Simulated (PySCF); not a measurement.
# C₃H₇BF₂O₂: electronic excitations

What electronic excitations should C₃H₇BF₂O₂ (`BOC[C@@H](F)OCF`) show?

Programs: PySCF 2.14.0, with density-fitted response routines of our own. Each step states its level of theory. These are calculated values for one molecule in the gas phase, unless marked as measured. Atoms count from 0, in the outputs and in this text.

## Step 1: The starting structure

15 atoms, charge 0, multiplicity 1; geometry from: GFN2-xTB.

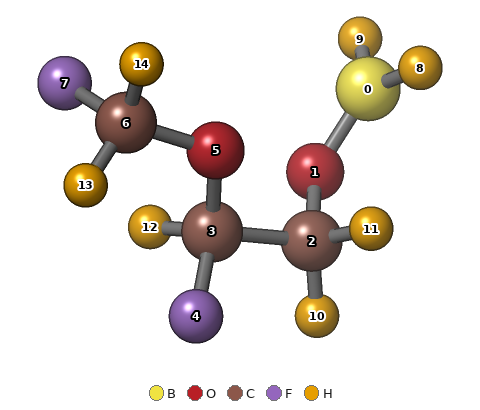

As it starts; boron yellow, oxygen red, carbon brown, fluorine purple, hydrogen amber, atoms numbered; sticks join atoms by distance.

## Step 2: TDDFT and polarisability: CAM-B3LYP/def2-SVPD

The job: settings as JSON, then the geometry in Å.

```
{"job": {"kind": "uv", "xc": "CAM-B3LYP", "basis": "def2-SVPD", "nstates": 8, "ntriplets": 3}, "charge": 0, "multiplicity": 1}
B     -2.390253    -0.062438     0.916405
O     -1.819416    -0.459481    -0.213849
C     -0.986590     0.341842    -1.002354
C      0.465930    -0.104330    -0.818226
F      1.227983     0.392647    -1.859713
O      0.948072     0.408302     0.374205
C      2.166864    -0.091189     0.786544
F      2.048006    -1.400594     1.172780
H     -2.279232     1.036767     1.327215
H     -3.026847    -0.879139     1.460177
H     -1.257920     0.205763    -2.055073
H     -1.056862     1.400746    -0.727365
H      0.553469    -1.200503    -0.869533
H      2.929881    -0.065656    -0.005370
H      2.472501     0.485252     1.664898
```

Level: TDDFT CAM-B3LYP/def2-SVPD, vertical, gas phase, core orbitals frozen in the response.

On the command line:

```sh
$ OMP_NUM_THREADS=1 python probes_run.py task.json out
```

The driver reads the jobs from task.json and runs them one after another.

Predict these results of the whole session: lowest singlet (CAM-B3LYP/def2-SVPD); brightest single state of those computed; lowest triplet.

As calculated:

```
                                quantity                        value
    lowest singlet (CAM-B3LYP/def2-SVPD)  6.44 eV (192 nm), f = 0.000
brightest single state of those computed  state 3, 8.59 eV, f = 0.078
                          lowest triplet                      5.84 eV
```

The first singlet state (HOMO→LUMO 0.93) lies at 6.44 eV and is dark; of the 8 states computed, the strongest absorption comes from state 3 at 8.59 eV. The lowest triplet lies 0.60 eV below the lowest singlet (triplets in Tamm-Dancoff, singlets in full TDDFT).
